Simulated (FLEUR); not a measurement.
# How the basis cutoff moves the magnetism of Cobalt, part 3 of 3

Wanted: the cheapest choice of the basis cutoff that holds the magnetic results of Cobalt.

FLEUR MaX-R8.1; LDA (VWN); all-electron FLAPW, Dirac cores, scalar-relativistic bands.

So far, largest spin moment in the muffin-tin sphere (μB): step 4 (rung 2 (Kmax 2.7 1/bohr), start ferro ++) 1.64; step 7 (rung 3 (Kmax 3.24 1/bohr), start antiferro +-) 0.816; step 8 (rung 4 (Kmax 3.78 1/bohr), start ferro ++) 1.66; step 9 (rung 4 (Kmax 3.78 1/bohr), start antiferro +-) 0.819; step 10 (rung 5 (Kmax 4.32 1/bohr), start ferro ++) 1.66.

## 11. Rung 5 (Kmax 4.32 1/bohr), start antiferro +-

File inp.xml:

```
<?xml version="1.0" encoding="UTF-8" standalone="no"?>
<fleurInput fleurInputVersion="0.39">
   <comment>
      Co
   </comment>
   <calculationSetup>
      <cutoffs Kmax="4.32" Gmax="13.0" GmaxXC="13.0" numbands="0"/>
      <scfLoop itmax="90" minDistance="0.00002" maxIterBroyd="15" imix="Anderson" alpha="0.05" precondParam="0.0" spinf="2.0" sdNocoIR="T"/>
      <coreElectrons ctail="T" frcor="F" kcrel="0" coretail_lmax="0"/>
      <xcFunctional name="vwn" relativisticCorrections="F"/>
      <magnetism jspins="2"/>
      <soc l_soc="F" theta="0.0" phi="0.0" spav="F"/>
      <expertModes spex="0" secvar="F"/>
      <geometryOptimization l_f="F" forcealpha="1.0" forcemix="BFGS" epsdisp="0.00001" epsforce="0.00001"/>
      <ldaU l_linMix="F" mixParam="0.05" spinf="1.0"/>
   </calculationSetup>
   <cell>
      <bzIntegration valenceElectrons="34.0" mode="hist" fermiSmearingEnergy="0.00110248">
         <kPointListSelection listName="default-1"/>
         <xi:include xmlns:xi="http://www.w3.org/2001/XInclude" href="kpts.xml"> </xi:include>
      </bzIntegration>
      <xi:include xmlns:xi="http://www.w3.org/2001/XInclude" href="sym.xml"> </xi:include>
      <bulkLattice scale="1.0">
         <bravaisMatrix>
            <row-1>    4.7382992847653478     0.0000000000188973     0.0000000000000000</row-1>
            <row-2>   -2.3691496423921228     4.1034875513345304     0.0000000000000000</row-2>
            <row-3>    0.0000000000000000     0.0000000000000000     7.6909963545095392</row-3>
         </bravaisMatrix>
      </bulkLattice>
   </cell>
   <atomSpecies>
      <species name="Cobalt (Co2.000" element="Co" atomicNumber="27">
         <mtSphere radius="2.3" gridPoints="761" logIncrement="0.016"/>
         <atomicCutoffs lmax="8" lnonsphr="6"/>
         <electronConfig flipSpins="F">
            <coreConfig>(1s1/2) (2s1/2) (2p1/2) (2p3/2)</coreConfig>
            <valenceConfig>(3s1/2) (3p1/2) (3p3/2) (4s1/2) (3d3/2) (3d5/2)</valenceConfig>
            <stateOccupation state="(3d3/2)" spinUp="1.5" spinDown="1.3"/>
            <stateOccupation state="(3d5/2)" spinUp="3.0" spinDown="1.2"/>
         </electronConfig>
         <energyParameters s="4" p="4" d="3" f="4"/>
         <lo type="SCLO" l="0" n="3" eDeriv="0"/>
         <lo type="SCLO" l="1" n="3" eDeriv="0"/>
      </species>
      <species name="Cobalt (Co-2.000" element="Co" atomicNumber="27">
         <mtSphere radius="2.3" gridPoints="761" logIncrement="0.016"/>
         <atomicCutoffs lmax="8" lnonsphr="6"/>
         <electronConfig flipSpins="F">
            <coreConfig>(1s1/2) (2s1/2) (2p1/2) (2p3/2)</coreConfig>
            <valenceConfig>(3s1/2) (3p1/2) (3p3/2) (4s1/2) (3d3/2) (3d5/2)</valenceConfig>
            <stateOccupation state="(3d3/2)" spinUp="1.3" spinDown="1.5"/>
            <stateOccupation state="(3d5/2)" spinUp="1.2" spinDown="3.0"/>
         </electronConfig>
         <energyParameters s="4" p="4" d="3" f="4"/>
         <lo type="SCLO" l="0" n="3" eDeriv="0"/>
         <lo type="SCLO" l="1" n="3" eDeriv="0"/>
      </species>
   </atomSpecies>
   <atomGroups>
      <atomGroup species="Cobalt (Co2.000">
         <relPos label="                   1">1.000/3.000 -1.000/3.000 1.000/4.000</relPos>
         <force calculate="T" relaxXYZ="TTT"/>
      </atomGroup>
      <atomGroup species="Cobalt (Co-2.000">
         <relPos label="                   2">-1.000/3.000 1.000/3.000 -1.000/4.000</relPos>
         <force calculate="T" relaxXYZ="TTT"/>
      </atomGroup>
   </atomGroups>
   <output dos="F" band="F" slice="F">
      <bandDOS minEnergy="-.5*Htr" maxEnergy="0.5*Htr" sigma="0.015" storeEVData="T"/>
      <plotting iplot="0" polar="F">
         <plot TwoD="T" vec1="  1.0  0.0  0.0" vec2="  0.0  1.0  0.0" vec3="  0.0  0.0  1.0" zero="  0.0  0.0  0.0" file="plot"/>
      </plotting>
      <moessbauerParams electricFieldGradient="F" isomerShift="F" coreHyperfine="F" valenceHyperfine="F"/>
   </output>
</fleurInput>
```

File crystal.txt:

```
Co
&input film=F cartesian=F /
2.50739999997  0.00000000001  0.00000000000
-1.25369999999  2.17147209742  0.00000000000
0.00000000000  0.00000000000  4.06990000000
1.8897261246
1.0 1.0 1.0

2
27 0.33333333333  0.66666666667  0.25000000000 : 2.000
27 0.66666666667  0.33333333333  0.75000000000 : -2.000

&kpt div1=12 div2=12 div3=12 gamma=T /
```

On the command line:

```console
$ OMP_NUM_THREADS=1 inpgen -f crystal.txt > inpgen.log  # inp.xml is then edited as shown
$ OMP_NUM_THREADS=1 mpirun -n 2 fleur_MPI > fleur.log
```

The program printed:

```text
[banner, memory and clock lines left out]
Welcome to FLEUR        (www.flapw.de)
      MaX-Release 8.1          (www.max-centre.eu)

 ========== k-point set info ==========
 Selected k-point list: default-1
 k-point list type: mesh
 0 x 0 x 0
 Number of k points: 134

 [... set-up left out ...]
 Iteration:     1   Distance:      15.75565589 me/bohr^3
 Iteration:     2   Distance:      15.27993432 me/bohr^3
 Iteration:     3   Distance:      12.26372807 me/bohr^3
 Iteration:     4   Distance:       8.25862947 me/bohr^3
 Iteration:     5   Distance:       7.13410353 me/bohr^3
[...]
<sumOfEigenvalues value="    -1600.7271617213">
               <coreElectrons value="-1571.9429129943"/>
               <valenceElectrons value="-28.7842487269"/>
            </sumOfEigenvalues>
         [... left out ...]
            <freeEnergy value="-2782.3073242876"/>
            <extrapolationTo0K value="-2782.3070029569"/>
         </totalEnergy>
         <densityConvergence units="me/bohr^3">
            <chargeDensity spin="1" distance="0.0000043346"/>
            <chargeDensity spin="2" distance="0.0000043347"/>
            <overallChargeDensity distance="0.0000046880"/>
            <spinDensity distance="0.0000072925"/>
         </densityConvergence>
      </iteration>
```

The job ended after 2.2 min (2 MPI ranks of Arm Neoverse V1, shared host; peak memory 0.14 GiB).

Numbers from this step:

* free energy: -75710.4393 eV
* program's band gap on this mesh (in a metal only a level spacing): 0.001694 eV
* magnetization: 0 μB
* final state: antiferromagnetic
* largest moment: 0.8200 μB

This start lies +195.6 meV a seeded atom from the first, a change of +0.2 meV since rung 4; its largest moment is 0.820 μB.

## 12. The rungs together

Ladder, by row:

```csv
rung,Kmax (1/bohr),state from the first start,state from the second start,second less first (meV a seeded atom),"moment, first (μB)","moment, second (μB)","CPU time (s), all starts"
1,2.16,non-magnetic,non-magnetic,8.41e-4,0,0,49.62
2,2.7,ferromagnetic,antiferromagnetic,213.4,1.641,1.053,66.77
3,3.24,ferromagnetic,antiferromagnetic,196.6,1.652,0.816,126.1
4,3.78,ferromagnetic,antiferromagnetic,195.4,1.657,0.8189,206.4
5,4.32,ferromagnetic,antiferromagnetic,195.6,1.659,0.82,332.8
```

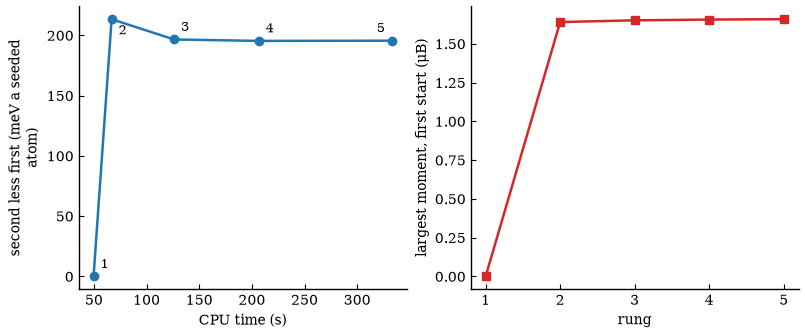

Result against cost, rungs numbered as in the table, and the moment by rung.

## 13. Summary of results

```json
{
 "range of the moment in the table, first start": "0 to 1.66 μB",
 "range of CPU time": "50 s to 5.5 min",
 "range of the energy difference": "8.4e-4 to 213 meV a seeded atom",
 "first rung from which all stay within 9.8 meV of the last, moments within 0.06 μB": "3"
}
```

In words: From rung 3 on the result stays within 1.0 meV of the last rung, inside the margin of 9.8 meV (5 % of the last value, 2 meV at least; moments within 0.06 μB), at 38 % of the last rung's cost. Differences are of free energies, so a wide smearing enters them. The end states change along the ladder, as the table shows.

[Logs and program files are shortened in this print: banners, set-up blocks, solver, clock and traceback lines can be left out without a mark of their own.]

[Logs are printed without paths, hosts, clocks, repeated set-up lines and the standing remarks that a program may print on its own settings, such as how far it seeks lower states.]

[Hosts, paths, dates, database ids (printed as entryN), source tags and the programs' standing remarks are cut or masked in the printed files.]

[Where a cell is said to come from a database of computed structures, the database is the Materials Project.]
